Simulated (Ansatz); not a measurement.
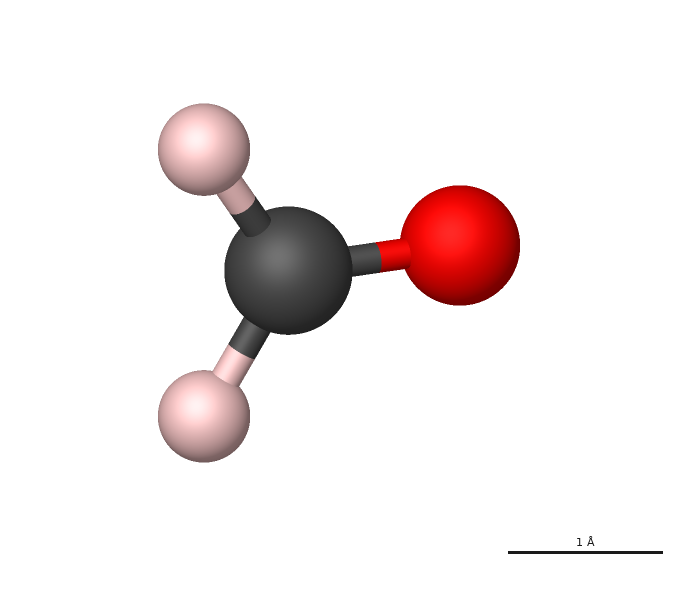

Colours: oxygen red, carbon dark grey, hydrogen pink.

What does the picture show?

It has 4 atoms: 1 carbon, 2 hydrogen and 1 oxygen (CH2O). This geometry has C2v symmetry. All atoms lie on one plane. Coordination: 1 C trigonal planar.

The parts below concern this one geometry. Atoms keep their numbers from picture to picture. The computed structure is the end point of a PBE0-D4/def2-TZVP optimisation.

Geometry

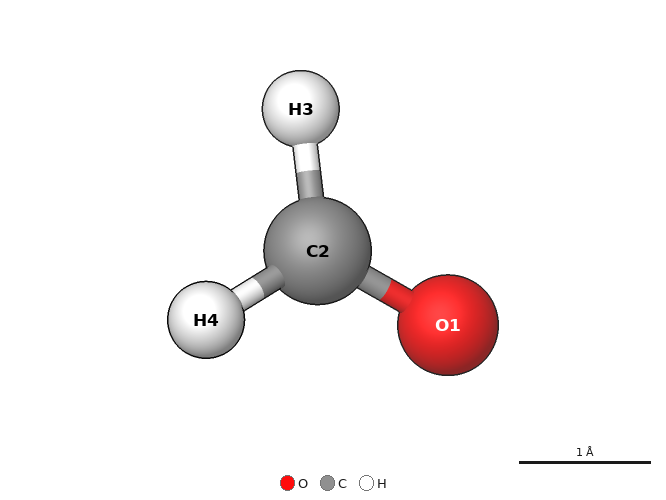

Numbered structure.

Give the bond lengths.

| bond | length (Å) |
| --- | --- |
| O1–C2 | 1.195 |
| C2–H3 | 1.109 |
| C2–H4 | 1.109 |

Electronic properties

Level of theory: RKS PBE0-D4/def2-TZVPP (Ansatz 0.2.0).

What is the HOMO energy (Kohn–Sham orbital)?

Answer. −7.82 eV.

What is the HOMO–LUMO gap?

Answer. 6.56 eV.

Dipole moment

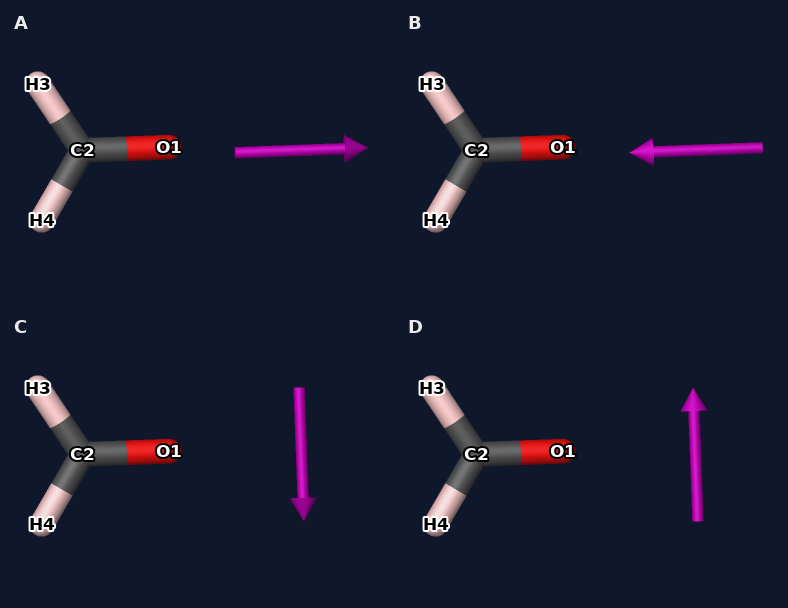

The same molecule four times, each with an arrow. Method: RKS PBE0-D4/def2-TZVP (Ansatz 0.2.0).

Which arrow points along the dipole moment, from the negative to the positive end?

Answer. B. The dipole moment is 2.31 D; it points from the side of O1 to the side of H3, H4 (the outermost atoms at the two ends).

Vibrations

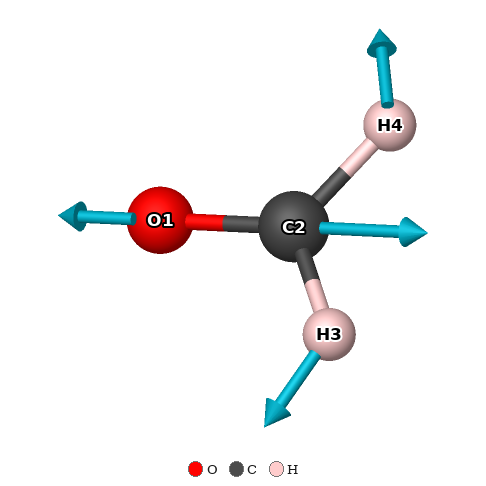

The arrows show one normal mode. Harmonic vibrations computed with RKS PBE0-D4/def2-TZVP (Ansatz 0.2.0) at a stationary point of the same level.

Estimate its harmonic wavenumber.

Answer. 1853 cm⁻¹; it is mode 4 of 6 counted from the lowest.
